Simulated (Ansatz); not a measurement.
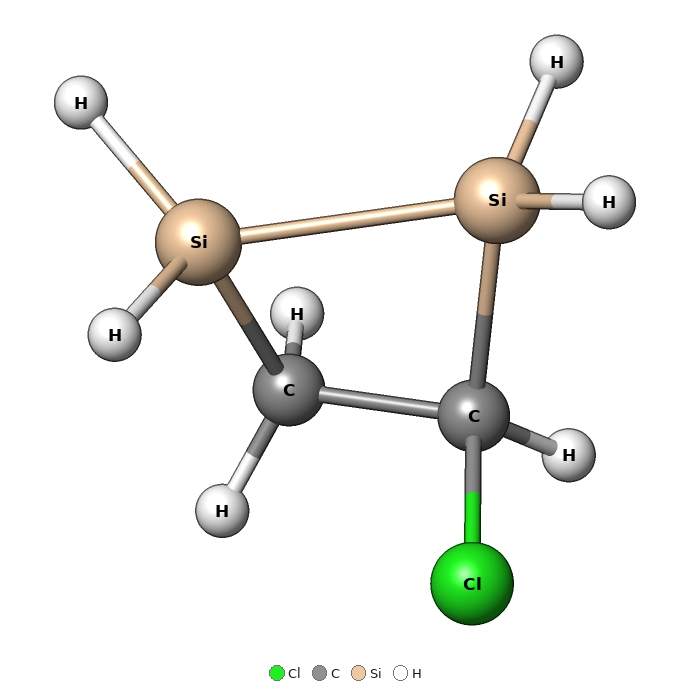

Sticks follow a distance rule. Harmonic vibrations computed with RKS PBE0-D4/def2-TZVP (Ansatz 0.2.0) at a stationary point of the same level.

### Minimum or transition state?

A minimum: no imaginary frequency, and the lowest mode lies at 106 cm⁻¹.

### List the wavenumbers.

30 modes: 106, 183, 288, 346, 426, 451, 483, 562, 624, 660, 667, 706, 734, 785, 835, 930, 941, 961, 1089, 1124, 1180, 1250, 1423, 2195, 2218, 2237, 2243, 3047, 3118, 3121 cm⁻¹.
